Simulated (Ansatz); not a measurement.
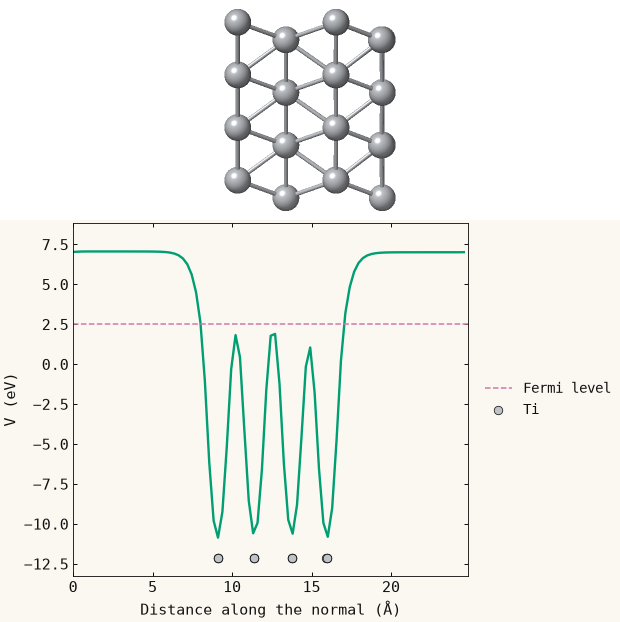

Plane-averaged electrostatic potential energy of an electron across the slab; circles at the bottom mark the heights of the atoms. The structure is drawn too.

System: a (001) slab cut from Ti (P6_3/mmc), 16 atoms in the cell, the slab at its places in the relaxed adsorbed structure.

Ansatz; DFT PBE+D3(BJ), scalar-relativistic, plane waves, PAW, no spin polarisation, 4×4×1 k mesh, Gaussian smearing of 0.1 eV.

Q: What is the work function?

A: The work function is 4.49 eV, the same on both faces. The two vacuum levels agree, so the slab has no net dipole along its normal.

Q: How thick are slab and vacuum?

A: The outermost atoms are 6.9 Å apart, which leaves 18.0 Å of vacuum in a cell 24.9 Å high.

The atoms aren't at rest in this cell (largest force 0.5 eV/Å), so the relaxed material can differ.
